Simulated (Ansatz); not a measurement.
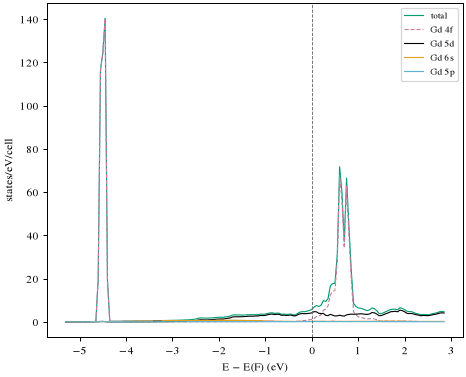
Fig. 1. Total and projected density of states of Gd (9R (Sm type), R-3m), plane-wave PAW PBEsol (Ansatz code)

**Question.** Which orbitals carry the states next to the Fermi level?

**Answer.** Within 0.5 eV of the Fermi level: Gd 4f 47 %, Gd 5d 47 %. Projections are on Löwdin-orthogonalised atomic valence shells; empty p or d shells of many metals are not among them.

**Question.** Where is the tallest occupied peak in this window, and what makes it?

**Answer.** Near -4.4 eV, about 140 states/eV per cell; the largest projected share is Gd 4f.

The first step of the workflow began from a Materials Project structure, measured or hypothetical; the Crystallography Open Database copy checked does not list it. It is not the phase usual at ambient conditions (space group No. 194). The cell was relaxed with PBEsol under the symmetry of its start; its stability against distortions is not shown here. The final state is ferromagnetic, the only order run, not a proven ground state. Caveat: open 4f shells can settle in a state that is not the lowest. The program gave a warning on the electronic state, which may not be the lowest. No Hubbard U is applied. Spin–orbit coupling is left out wherever it is not named.

Potentials: the earlier of the program's two PAW sets. The files were generated under PBE; for other functionals the program regenerates the frozen cores, and for LDA and PBEsol the local potential too.
